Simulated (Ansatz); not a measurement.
**HF/6-311+G(d,p) run of C2H6Si (vinylsilane)**

Aim: the energy change on altering one bond length of C2H6Si (vinylsilane) at HF/6-311+G**, from 2 runs. 

The calculation is run with Ansatz 0.2.0.

51 further runs of the same task are left out: 51 set aside as unsound or not needed.

## (1) Starting point

C2H6Si: 9 atoms, total charge 0, spin state singlet. As SMILES, `C=C[SiH3]`. Geometry: relaxed at PBE0-D4/def2-TZVP.

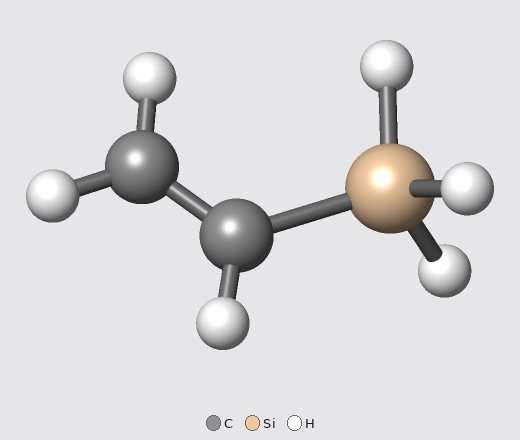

Viewed from a chosen angle; carbon grey, silicon light orange, hydrogen white.

## (2) The energy at HF/6-311+G(d,p)

Input file in.yaml:

```yaml
crystal:
  periodic: [false, false, false]
  atoms:
    - {symbol: C, position_ang: [-0.713700, 0.870200, -1.048300]}
    - {symbol: C, position_ang: [-0.071300, 0.712500, 0.105600]}
    - {symbol: Si, position_ang: [0.560600, -0.932000, 0.700100]}
    - {symbol: H, position_ang: [-0.905700, 0.033000, -1.713900]}
    - {symbol: H, position_ang: [-1.076700, 1.838600, -1.381500]}
    - {symbol: H, position_ang: [0.089400, 1.592000, 0.727600]}
    - {symbol: H, position_ang: [2.035800, -0.893900, 0.893800]}
    - {symbol: H, position_ang: [0.223400, -1.972400, -0.307300]}
    - {symbol: H, position_ang: [-0.053200, -1.294300, 2.006700]}
basis:
  gaussian: {orbitals: 6-311+G_st__st_-spherical.json}
hamiltonian: {xc: hf}
accuracy: high
output: {orbitals: {seedname: orbitals}}
```

The basis set 6-311+G** is read from a file made from the Basis Set Exchange's data (not shown).

Run with:

```bash
$ ansatz run in.yaml --threads 1 --pin off --max-ram 3480MiB --events-out events.jsonl --progress --plain --runs-dir runs
```

Output:

```text
Warning: RAYON_NUM_THREADS=1 ignored (pool sized by the plan → 1); use --threads N
Functional definition: HF
  name "HF"
  exchange = exact_x
  correlation = 0
2118 factors; integrals over basis functions are off by at most 8.2e-9 eV
mean field evaluation 1: about -10015.5952 eV, gradient 2.8e1 eV
mean field evaluation 2: about -10015.6025 eV, gradient 2.8e1 eV
mean field evaluation 4: about -10018.0850 eV, gradient 2.8e0 eV
mean field evaluation 8: about -10018.1169 eV, gradient 8.5e-5 eV
mean field -10018.11694323 eV, -368.1590071403 hartree, gradient 1.8e-8 eV, S^2 0.000000; 0 other end points of the search recorded, 0 dependent functions left out
reference -10018.11694323 eV, -368.1590071403 hartree; 16, 16 occupied and 94, 94 virtual orbitals, 2118 factors
Total energy: -10018.11694323 eV, -368.1590071403 hartree
```

Wall time 2 s (1 thread of Intel Xeon 6975P-C (Granite Rapids), shared host); peak memory 0.32 GiB.

## (3) The distorted shape at the same level

Input file job.yaml:

```yaml
crystal:
  periodic: [false, false, false]
  atoms:
    - {symbol: C, position_ang: [-0.612545, 1.182305, -0.746095]}
    - {symbol: C, position_ang: [0.029855, 1.024605, 0.407805]}
    - {symbol: Si, position_ang: [0.661755, -0.619895, 1.002305]}
    - {symbol: H, position_ang: [-0.804545, 0.345105, -1.411695]}
    - {symbol: H, position_ang: [-0.975545, 2.150705, -1.079295]}
    - {symbol: H, position_ang: [0.190555, 1.904105, 1.029805]}
    - {symbol: H, position_ang: [2.136955, -0.581795, 1.196005]}
    - {symbol: H, position_ang: [0.223400, -1.972400, -0.307300]}
    - {symbol: H, position_ang: [0.047955, -0.982195, 2.308905]}
basis:
  gaussian: {orbitals: 6-311+G_st__st_-spherical.json}
output: {orbitals: {seedname: orbitals}}
accuracy: high
hamiltonian: {xc: hf}
```

The basis set 6-311+G** is read from a file made from the Basis Set Exchange's data (not shown).

Run with:

```bash
$ ansatz run job.yaml --threads 1 --pin off --max-ram 3480MiB --events-out events.jsonl --progress --plain --runs-dir runs
```

Output:

```text
Warning: RAYON_NUM_THREADS=1 ignored (pool sized by the plan → 1); use --threads N
[... 4 set-up lines as earlier in the session ...]
2118 factors; integrals over basis functions are off by at most 6.0e-9 eV
mean field evaluation 1: about -10014.4426 eV, gradient 2.8e1 eV
mean field evaluation 2: about -10014.4497 eV, gradient 2.8e1 eV
mean field evaluation 4: about -10016.9560 eV, gradient 2.8e0 eV
mean field evaluation 8: about -10016.9882 eV, gradient 1.1e-4 eV
mean field -10016.98823866 eV, -368.1175280124 hartree, gradient 2.5e-8 eV, S^2 0.000000; 0 other end points of the search recorded, 0 dependent functions left out
reference -10016.98823866 eV, -368.1175280124 hartree; 16, 16 occupied and 94, 94 virtual orbitals, 2118 factors
Total energy: -10016.98823866 eV, -368.1175280124 hartree
```

Run time: 2 s. Hardware: 1 thread of Intel Xeon 6975P-C (Granite Rapids), shared host; peak memory 0.31 GiB.

## (4) What came out

Level: HF/6-311+G**.

| quantity | value |
| --- | --- |
| first shape: total energy | -368.15901 Eh |
| first shape: HOMO energy | -10.38 eV |
| first shape: LUMO energy | 1.63 eV |
| first shape: HOMO–LUMO gap | 12.01 eV |
| distorted shape: total energy | -368.11753 Eh |
| distorted shape: HOMO energy | -10.52 eV |
| distorted shape: LUMO energy | 1.55 eV |
| distorted shape: HOMO–LUMO gap | 12.08 eV |
| energy change with the Si3–H8 bond stretched from 1.487 to 1.933 Å | 1.129 eV |

**Reading.** With the Si3–H8 bond stretched from 1.487 to 1.933 Å the energy rises by 1.13 eV (109 kJ/mol). The first shape isn't relaxed at this level, so the change isn't measured from a minimum.
